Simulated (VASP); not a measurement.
# A VASP study of BiAsP2 (SCAN): structure first, properties next, part 2 of 3

What structure does BiAsP2 take at this level, and what are its properties? The cell is invented: it takes the structure of a Materials Project entry for AsP (space group 160 there), with some of its atoms replaced by other elements, volume scaled by an estimate. It may not be a known or stable phase.

VASP 6.6.1; SCAN; plane waves and PAW (Bi_d, As, P); invented cell.

Still holding for the runs below: The k-mesh is coarse for a metal.

So far. Step 2 (Rough relaxation of the start cell): It ends with a largest force of 0.017 eV/Å and a pressure of -0.02 GPa.

## Step 3: Relaxing cell and atoms (SCAN)

Properties are meant for the cell that this level of theory prefers, so cell and atoms are relaxed first (ISIF = 3) until forces and stress are small; EDIFFG sets the threshold.

Contents of INCAR:

```
SYSTEM = BiAsP2
PREC = Accurate
ENCUT = 400
EDIFF = 1E-06
NELM = 100
ISMEAR = 0
SIGMA = 0.05
LREAL = .FALSE.
ALGO = Normal
METAGGA = SCAN
LASPH = .TRUE.
NBANDS = 21
LORBIT = 11
LWAVE = .FALSE.
LCHARG = .FALSE.
KPAR = 2
IBRION = 2
NSW = 60
ISIF = 3
EDIFFG = -0.01
```

Contents of POSCAR:

```
BiAsP2
1.0
    3.7919566496     -1.9313516158      0.0263754877
    3.7919566496      1.9313516158      0.0263754877
   -2.0653511107      0.0000000000      6.2857485570
Bi As P
1 1 2
Direct
    0.8536223399      0.8536223399      0.6153432407
    0.3241174586      0.3241174586      0.1133752438
    0.1553464576      0.1553464576      0.3637230303
    0.6669137439      0.6669137439      0.9075584853
```

Contents of KPOINTS:

```
Automatic mesh
0
Gamma
7 7 4
0 0 0
```

The projector-augmented-wave data sets are Bi_d, As and P (PBE family, release 64).

The run is started by

```console
mpirun -np 2 vasp_std
```

Log:

```text
[banner, memory and clock lines left out]
running    2 mpi-ranks, on    1 nodes
 distrk:  each k-point on    1 cores,    2 groups
 distr:  one band on    1 cores,    1 groups

 POSCAR found type information on POSCAR BiAsP
 POSCAR found :  3 types and       4 ions
 [... a notice as in an earlier step ...]

 LDA part: xc-table for (None), standard interpolation
 POSCAR, INCAR and KPOINTS ok, starting setup
 FFT: planning ... GRIDC
 FFT: planning ... GRID_SOFT
 FFT: planning ... GRID
 WAVECAR not read
 entering main loop
       N       E                     dE             d eps       ncg     rms          rms(c)
DAV:   1     0.109711206105E+03    0.10971E+03   -0.12459E+04  2520   0.120E+03
DAV:   2    -0.105393562023E+03   -0.21510E+03   -0.20592E+03  2685   0.317E+02
DAV:   3    -0.124415360468E+03   -0.19022E+02   -0.18325E+02  3264   0.102E+02
DAV:   4    -0.125022484202E+03   -0.60712E+00   -0.60282E+00  3062   0.198E+01
DAV:   5    -0.125043632285E+03   -0.21148E-01   -0.21140E-01  3561   0.368E+00    0.588E+00
DAV:   6    -0.118846805550E+03    0.61968E+01   -0.18149E+00  2953   0.177E+01    0.363E+00
DAV:   7    -0.118845113300E+03    0.16923E-02   -0.24143E-01  2695   0.439E+00    0.174E+00
DAV:   8    -0.118856528620E+03   -0.11415E-01   -0.37787E-02  2975   0.179E+00    0.305E-01
DAV:   9    -0.118855582238E+03    0.94638E-03   -0.52110E-03  3078   0.526E-01    0.148E-01
DAV:  10    -0.118855631926E+03   -0.49688E-04   -0.67497E-04  2984   0.215E-01    0.605E-02
DAV:  11    -0.118855579663E+03    0.52263E-04   -0.11680E-04  2828   0.893E-02    0.280E-02
DAV:  12    -0.118855562534E+03    0.17129E-04   -0.57411E-05  3154   0.666E-02    0.128E-02
DAV:  13    -0.118855559494E+03    0.30395E-05   -0.51038E-06  3066   0.192E-02    0.634E-03
DAV:  14    -0.118855553919E+03    0.55749E-05   -0.15974E-06  1935   0.108E-02    0.192E-03
DAV:  15    -0.118855554356E+03   -0.43607E-06   -0.31050E-07  1420   0.480E-03
   1 F= -.11885555E+03 E0= -.11885529E+03  d E =-.118856E+03
 curvature:   0.00 expect dE= 0.000E+00 dE for cont linesearch  0.000E+00
 trial: gam= 0.00000 g(F)=  0.155E-02 g(S)=  0.794E-03 ort = 0.000E+00 (trialstep = 0.100E+01)
 search vector abs. value=  0.235E-02
 bond charge predicted
       N       E                     dE             d eps       ncg     rms          rms(c)
DAV:   1    -0.118858130059E+03   -0.25761E-02   -0.17029E-01  2899   0.324E+00    0.229E-01
DAV:   2    -0.118857410247E+03    0.71981E-03   -0.10775E-02  3037   0.960E-01    0.125E-01
DAV:   3    -0.118856826455E+03    0.58379E-03   -0.19219E-03  3267   0.488E-01    0.432E-02
DAV:   4    -0.118856817347E+03    0.91079E-05   -0.20597E-04  3244   0.120E-01    0.221E-02
DAV:   5    -0.118856817772E+03   -0.42497E-06   -0.28724E-05  3073   0.450E-02    0.762E-03
DAV:   6    -0.118856820741E+03   -0.29684E-05   -0.36025E-06  2593   0.169E-02    0.332E-03
DAV:   7    -0.118856822972E+03   -0.22314E-05   -0.84327E-07  1595   0.886E-03    0.103E-03
DAV:   8    -0.118856823586E+03   -0.61389E-06   -0.22199E-07  1410   0.511E-03
   2 F= -.11885682E+03 E0= -.11885659E+03  d E =-.126923E-02
[... from here on, the cycles between the ionic steps are left out ...]
   3 F= -.11885683E+03 E0= -.11885660E+03  d E =-.127883E-02
   4 F= -.11885740E+03 E0= -.11885717E+03  d E =-.570504E-03
   5 F= -.11885742E+03 E0= -.11885719E+03  d E =-.589761E-03
   6 F= -.11885740E+03 E0= -.11885716E+03  d E =-.562871E-03
   7 F= -.11885742E+03 E0= -.11885719E+03  d E =-.583972E-03
   8 F= -.11885755E+03 E0= -.11885731E+03  d E =-.128263E-03
   9 F= -.11885756E+03 E0= -.11885733E+03  d E =-.139573E-03
  10 F= -.11885767E+03 E0= -.11885744E+03  d E =-.117394E-03
  11 F= -.11885773E+03 E0= -.11885750E+03  d E =-.176801E-03
  12 F= -.11885776E+03 E0= -.11885753E+03  d E =-.312327E-04
  13 F= -.11885777E+03 E0= -.11885754E+03  d E =-.374625E-04
  14 F= -.11885779E+03 E0= -.11885756E+03  d E =-.535533E-04
 curvature:  -1.73 expect dE=-0.365E-04 dE for cont linesearch -0.180E-06
 trial: gam= 0.66965 g(F)=  0.123E-04 g(S)=  0.879E-05 ort =-0.260E-05 (trialstep = 0.129E+01)
 search vector abs. value=  0.467E-04
 bond charge predicted
       N       E                     dE             d eps       ncg     rms          rms(c)
DAV:   1    -0.118857825504E+03   -0.39197E-04   -0.37830E-03  2653   0.427E-01    0.325E-02
DAV:   2    -0.118857813974E+03    0.11530E-04   -0.20513E-04  3079   0.127E-01    0.174E-02
DAV:   3    -0.118857804814E+03    0.91594E-05   -0.33784E-05  2960   0.684E-02    0.640E-03
DAV:   4    -0.118857803907E+03    0.90680E-06   -0.54030E-06  3051   0.194E-02
  15 F= -.11885780E+03 E0= -.11885757E+03  d E =-.168184E-04
 trial-energy change:   -0.000017  1 .order   -0.000019   -0.000025   -0.000013
 step:   2.7978(harm=  2.7978)  dis= 0.00196  next Energy=  -118.857814 (dE=-0.271E-04)
 reached required accuracy - stopping structural energy minimisation
```

Elapsed: 27 min, on 2 MPI ranks of AMD EPYC 7R43, shared host; peak memory 0.45 GiB.

From OUTCAR (step 3):

```text
  LATTYP: Found a base centered monoclinic cell.
 ALAT       =     7.5840967554
 B/A-ratio  =     0.5093161857
 C/A-ratio  =     0.8724001092
 COS(beta)  =    -0.3055424298

The static configuration has the point symmetry C_1h.

 Found     60 irreducible k-points:

   k-points           NKPTS =     60   k-points in BZ     NKDIM =     60   number of bands    NBANDS=     21

   dimension x,y,z NGX =    28 NGY =   28 NGZ =   48
   dimension x,y,z NGXF=    56 NGYF=   56 NGZF=   96

   ENCUT  =  400.0 eV  29.40 Ry    5.42 a.u.   6.94  6.94 10.79*2*pi/ulx,y,z

   NELECT =      30.0000    total number of electrons

 E-fermi :   6.5168

 k-point     1 :       0.0000    0.0000    0.0000
  band No.  band energies     occupation
    ...
     12       4.0775      2.00000
     13       4.5395      2.00000
     14       4.8413      2.00000
     15       5.9222      2.00000
     16       6.2188      2.00000
     17       7.1186      0.00000
     18       7.9119      0.00000
     19       8.6687      0.00000
     20       9.5877      0.00000
     21       9.7123      0.00000

 k-point     2 :       0.1429   -0.0000    0.0000
  band No.  band energies     occupation
    ...
     11       3.1592      2.00000
     12       3.8143      2.00000
     13       4.2569      2.00000
     14       4.7635      2.00000
     15       5.1640      2.00000
     16       7.3895      0.00000
     17       7.6193      0.00000
     18       8.3361      0.00000
     19       9.2146      0.00000
     20       9.5199      0.00000
    ...

  Total       -0.0127960     -0.0132823      0.0115958      0.0000000      0.0000000     -0.0030676
  in kB       -0.2232737     -0.2317597      0.2023315      0.0000000      0.0000000     -0.0535253
  external PRESSURE =      -0.0842340 kB  Pullay stress =       0.0000000 kB

  energy-cutoff  :      400.00
  volume of cell :       91.82
      direct lattice vectors                 reciprocal lattice vectors
     3.764457350 -1.930077439  0.015212974     0.132645495 -0.259056963  0.043495097
     3.764457350  1.930077439  0.015212974     0.132645495  0.259056963  0.043495097
    -2.069244334  0.000000000  6.310502992    -0.000639547  0.000000000  0.158256263

 POSITION                                       TOTAL-FORCE (eV/Angst)
 -----------------------------------------------------------------------------------
      5.16171      0.00000      3.91451        -0.006459      0.000000      0.001459
      2.20771      0.00000      0.73854         0.001559      0.000000     -0.001151
      0.40561      0.00000      2.29447         0.000175      0.000000     -0.006372
      3.14432      0.00000      5.73434         0.004725      0.000000      0.006064
 -----------------------------------------------------------------------------------
    total drift:                               -0.007596     -0.000000     -0.001198

  FREE ENERGIE OF THE ION-ELECTRON SYSTEM (eV)
  ---------------------------------------------------
  free  energy   TOTEN  =      -118.8578039073 eV

  energy  without entropy=     -118.8573440740  energy(sigma->0) =     -118.85757399

 total charge
# of ion       s       p       d       tot
------------------------------------------
    1        1.588   1.272   9.947  12.807
    2        1.310   1.309   0.060   2.679
    3        1.090   1.355   0.000   2.445
    4        1.087   1.345   0.000   2.432
--------------------------------------------------
tot          5.075   5.281  10.007  20.363

[... 2 parts as in an earlier step ...]

[... 7 further parts left out ...]
```

Step by step:

```
step  energy less that of the first step (eV)  largest force (eV/Å)  pressure (GPa)  volume (Å³)
   1                                   0.0000                0.1243            0.10        92.28
   2                                  -0.0013                0.0437           -0.16        92.48
   3                                  -0.0013                0.0336           -0.19        92.51
   4                                  -0.0019                0.0208           -0.01        92.22
   5                                  -0.0019                0.0242            0.00        92.17
   6                                  -0.0018                0.0320            0.07        92.09
   7                                  -0.0019                0.0268            0.03        92.15
   8                                  -0.0020                0.0193           -0.02        92.14
   9                                  -0.0020                0.0181           -0.05        92.14
  10                                  -0.0021                0.0117           -0.03        92.07
  11                                  -0.0022                0.0200           -0.01        91.97
  12                                  -0.0022                0.0149           -0.02        91.92
  13                                  -0.0022                0.0157            0.02        91.79
  14                                  -0.0022                0.0104            0.01        91.84
  15                                  -0.0023                0.0077           -0.01        91.82
```

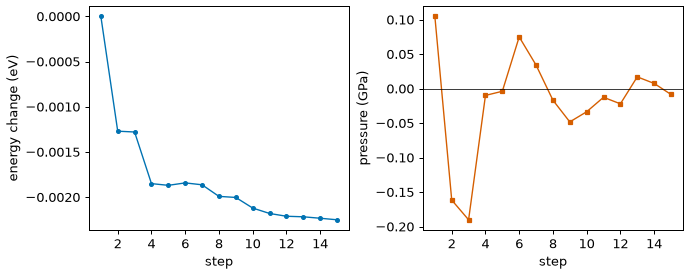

Energy and pressure along the relaxation.

```
     cell as run  before   after  change
           a (Å)   4.256   4.230  -0.6 %
           b (Å)   4.256   4.230  -0.6 %
           c (Å)   6.616   6.641  +0.4 %
           α (°)  105.80  105.89  +0.1 %
           β (°)  105.80  105.89  +0.1 %
           γ (°)   53.98   54.29  +0.6 %
volume (Å³/atom)   23.07   22.96  -0.5 %
```

The atoms that moved most (Å, as changes of fractional coordinates times the final cell):

```
atom      dx     dy      dz  length
 As2   0.002  0.000   0.013   0.013
  P4   0.001  0.000  -0.013   0.013
  P3  -0.011  0.000  -0.006   0.013
 Bi1   0.008  0.000   0.005   0.010
```

The relaxed structure:

```
Bi As P
1.0
     3.76446   -1.93008    0.01521
     3.76446    1.93008    0.01521
    -2.06924    0.00000    6.31050
Bi As P
1 1 2
Direct
  0.85494 0.85494 0.61620
  0.32497 0.32497 0.11547
  0.15360 0.15360 0.36285
  0.66649 0.66649 0.90548
```

Numbers from this step:

```yaml
irreducible_k_points: 60
free_energy_toten: -118.8578 eV
energy_at_zero_smearing: -118.8576 eV
fermi_energy: 6.517 eV
pressure: -0.008423 GPa
scf_cycles_over_all_ionic_steps: 107
```

It ends with a largest force of 0.008 eV/Å and a pressure of -0.01 GPa.

## Step 4: Density, ELF and potential (SCAN)

The relaxed cell gets a fresh self-consistent run, on a basis set for its own volume, to fix the density and to check the remaining stress.

Edit INCAR of step 3 so:

```diff
@@ -14,7 +14,5 @@
 LWAVE = .FALSE.
-LCHARG = .FALSE.
-KPAR = 2
-IBRION = 2
-NSW = 60
-ISIF = 3
-EDIFFG = -0.01
+LCHARG = .TRUE.
+ISIF = 2
+LELF = .TRUE.
+LVHAR = .TRUE.
```

Contents of POSCAR:

```
BiAsP2
1.0
    3.7644573498     -1.9300774390      0.0152129743
    3.7644573498      1.9300774390      0.0152129743
   -2.0692443336      0.0000000000      6.3105029920
Bi As P
1 1 2
Direct
    0.8549401531      0.8549401531      0.6161950314
    0.3249651231      0.3249651231      0.1154669446
    0.1535998076      0.1535998076      0.3628545033
    0.6664949162      0.6664949162      0.9054835209
```

KPOINTS is that of step 3.

The run is started by

```console
mpirun -np 2 vasp_std
```

Log:

```text
[banner, memory and clock lines left out]
running    2 mpi-ranks, on    1 nodes
 distrk:  each k-point on    2 cores,    1 groups
 distr:  one band on    1 cores,    2 groups

 POSCAR found type information on POSCAR BiAsP
 POSCAR found :  3 types and       4 ions
 [... a notice as in an earlier step ...]

 LDA part: xc-table for (None), standard interpolation
|                                                                             |
|           W    W    AA    RRRRR   N    N  II  N    N   GGGG   !!!           |
|           W    W   A  A   R    R  NN   N  II  NN   N  G    G  !!!           |
|           W    W  A    A  R    R  N N  N  II  N N  N  G       !!!           |
|           W WW W  AAAAAA  RRRRR   N  N N  II  N  N N  G  GGG   !            |
|           WW  WW  A    A  R   R   N   NN  II  N   NN  G    G                |
|           W    W  A    A  R    R  N    N  II  N    N   GGGG   !!!           |
|                                                                             |
|     The number of bands has been changed from the values supplied in        |
|     The orbitals not found in the WAVECAR file will be initialized with     |
|     random numbers, which is usually adequate. For correlated               |
|     calculations, however, you should redo the groundstate calculation.     |
|     I found NBANDS = 21. Now, NBANDS = 22.                                  |
|                                                                             |

 POSCAR, INCAR and KPOINTS ok, starting setup
 FFT: planning ... GRIDC
 FFT: planning ... GRID_SOFT
 FFT: planning ... GRID
 WAVECAR not read
 entering main loop
       N       E                     dE             d eps       ncg     rms          rms(c)
DAV:   1     0.111134684430E+03    0.11113E+03   -0.12502E+04  2640   0.115E+03
DAV:   2    -0.105807402419E+03   -0.21694E+03   -0.20631E+03  2848   0.308E+02
DAV:   3    -0.124458193308E+03   -0.18651E+02   -0.18041E+02  3392   0.975E+01
DAV:   4    -0.125022427765E+03   -0.56423E+00   -0.56221E+00  3100   0.190E+01
DAV:   5    -0.125042334081E+03   -0.19906E-01   -0.19902E-01  3860   0.352E+00    0.585E+00
DAV:   6    -0.118847743783E+03    0.61946E+01   -0.17823E+00  3086   0.169E+01    0.361E+00
DAV:   7    -0.118847222259E+03    0.52152E-03   -0.23407E-01  2910   0.417E+00    0.173E+00
DAV:   8    -0.118858586089E+03   -0.11364E-01   -0.36927E-02  3174   0.170E+00    0.301E-01
DAV:   9    -0.118857692756E+03    0.89333E-03   -0.48095E-03  3206   0.496E-01    0.147E-01
DAV:  10    -0.118857739278E+03   -0.46522E-04   -0.66371E-04  3202   0.207E-01    0.602E-02
DAV:  11    -0.118857685101E+03    0.54177E-04   -0.11020E-04  3110   0.850E-02    0.277E-02
DAV:  12    -0.118857665820E+03    0.19281E-04   -0.56896E-05  3280   0.638E-02    0.124E-02
DAV:  13    -0.118857663348E+03    0.24723E-05   -0.47742E-06  3286   0.182E-02    0.637E-03
DAV:  14    -0.118857658077E+03    0.52704E-05   -0.13972E-06  2080   0.968E-03    0.178E-03
DAV:  15    -0.118857658337E+03   -0.26023E-06   -0.27577E-07  1566   0.440E-03
   1 F= -.11885766E+03 E0= -.11885743E+03  d E =-.459836E-03
```

Elapsed: 3 min, on 2 MPI ranks; peak memory 0.33 GiB; 5.9 min of CPU time.

OUTCAR, selected parts (step 4):

```text
  LATTYP: Found a base centered monoclinic cell.
 ALAT       =     7.5289761782
 B/A-ratio  =     0.5127064805
 C/A-ratio  =     0.8820722319
 COS(beta)  =    -0.3077389747

The static configuration has the point symmetry C_1h.

 Found     60 irreducible k-points:

   k-points           NKPTS =     60   k-points in BZ     NKDIM =     60   number of bands    NBANDS=     22

   ENCUT  =  400.0 eV  29.40 Ry    5.42 a.u.   6.90  6.90 10.83*2*pi/ulx,y,z

   NELECT =      30.0000    total number of electrons

 E-fermi :   6.5168

 k-point     1 :       0.0000    0.0000    0.0000
  band No.  band energies     occupation
    ...
     12       4.0774      2.00000
     13       4.5395      2.00000
     14       4.8413      2.00000
     15       5.9222      2.00000
     16       6.2188      2.00000
     17       7.1186      0.00000
     18       7.9119      0.00000
     19       8.6687      0.00000
     20       9.5877      0.00000
     21       9.7123      0.00000
    ...

 k-point     2 :       0.1429    0.0000    0.0000
  band No.  band energies     occupation
    ...
     11       3.1592      2.00000
     12       3.8142      2.00000
     13       4.2569      2.00000
     14       4.7634      2.00000
     15       5.1639      2.00000
     16       7.3895      0.00000
     17       7.6193      0.00000
     18       8.3361      0.00000
     19       9.2146      0.00000
     20       9.5199      0.00000
    ...

  Total       -0.0128903     -0.0154343      0.0129592      0.0000000      0.0000000     -0.0044823
  in kB       -0.2249194     -0.2693095      0.2261227      0.0000000      0.0000000     -0.0782099
  external PRESSURE =      -0.0893687 kB  Pullay stress =       0.0000000 kB

 POSITION                                       TOTAL-FORCE (eV/Angst)
 -----------------------------------------------------------------------------------
      5.16171      0.00000      3.91451        -0.008709      0.000000      0.001231
      2.20771      0.00000      0.73854         0.002224      0.000000     -0.001147
      0.40561      0.00000      2.29447         0.001033      0.000000     -0.006504
      3.14432      0.00000      5.73434         0.005452      0.000000      0.006420
 -----------------------------------------------------------------------------------
    total drift:                               -0.010154      0.000000     -0.001211

  FREE ENERGIE OF THE ION-ELECTRON SYSTEM (eV)
  ---------------------------------------------------
  free  energy   TOTEN  =      -118.8576583375 eV

  energy  without entropy=     -118.8571985016  energy(sigma->0) =     -118.85742842

 total charge
# of ion       s       p       d       tot
------------------------------------------
    1        1.588   1.272   9.946  12.807
    2        1.310   1.309   0.060   2.679
    3        1.090   1.355   0.000   2.445
    4        1.087   1.345   0.000   2.432
--------------------------------------------------
tot          5.075   5.281  10.007  20.363

[... 3 parts as in an earlier step ...]

[... 7 further parts left out ...]
```

This step gave:

```
SCF cycles              : 15
bands                   : 22
free energy (TOTEN)     : -118.8577 eV
energy at zero smearing : -118.8574 eV
pressure                : -0.008937 GPa
```

Valence electrons inside each PAW sphere by angular momentum. Sphere charges, by row:

```
atom  s (e)  p (e)  d (e)  tot (e)
 Bi1  1.588  1.272  9.946    12.81
 As2   1.31  1.309   0.06    2.679
  P3   1.09  1.355      0    2.445
  P4  1.087  1.345      0    2.432
```

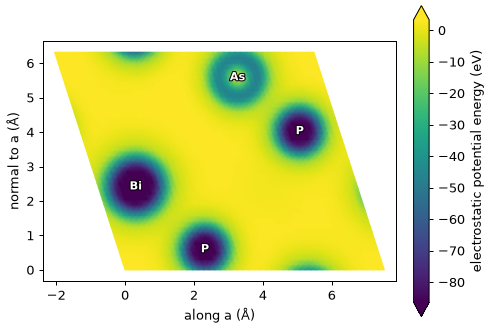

Electrostatic potential energy in the ac plane of the conventional cell at fractional y = 0.000, with atoms of Bi and As and P within 0.2 Å of it. With pseudopotentials it is smooth inside the atoms' cores, unlike the true potential.

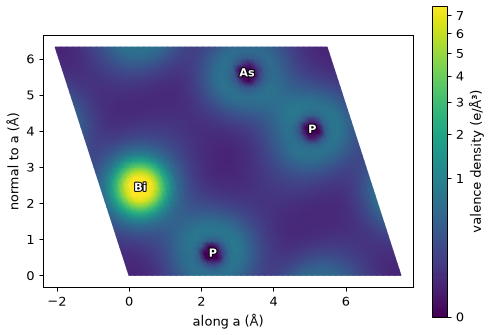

Valence density in the ac plane of the conventional cell at fractional y = 0.000, with atoms of Bi and As and P within 0.2 Å of it. It is the smooth field of the valence electrons, not physical close to the nuclei. The colour scale is stretched toward low values.

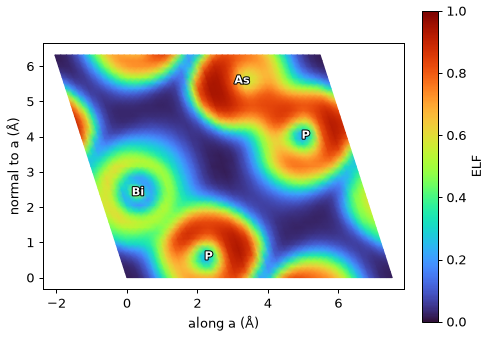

ELF in the ac plane of the conventional cell at fractional y = 0.000, with atoms of Bi and As and P within 0.2 Å of it. It is the smooth field of the valence electrons, not physical close to the nuclei.

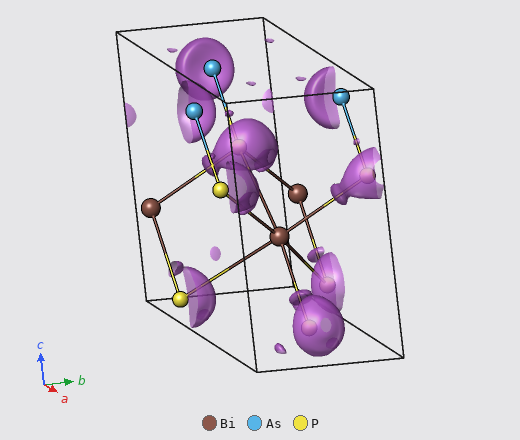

Surface of ELF = 0.85.

In this run the pressure is -0.01 GPa, small enough to go on.

[end of part 2 of 3]

[Lines on the potential files, build, host, timing and source positions are cut from VASP's logs without a mark.]

[Logs are printed without paths, hosts, clocks, repeated set-up lines and the standing remarks that a program may print on its own settings, such as how far it seeks lower states.]

[Hosts, paths, dates, database ids (printed as entryN), source tags and the programs' standing remarks are cut or masked in the printed files.]

[A measured line is paired with the nearest computed mode of its activity, which favours agreement.]
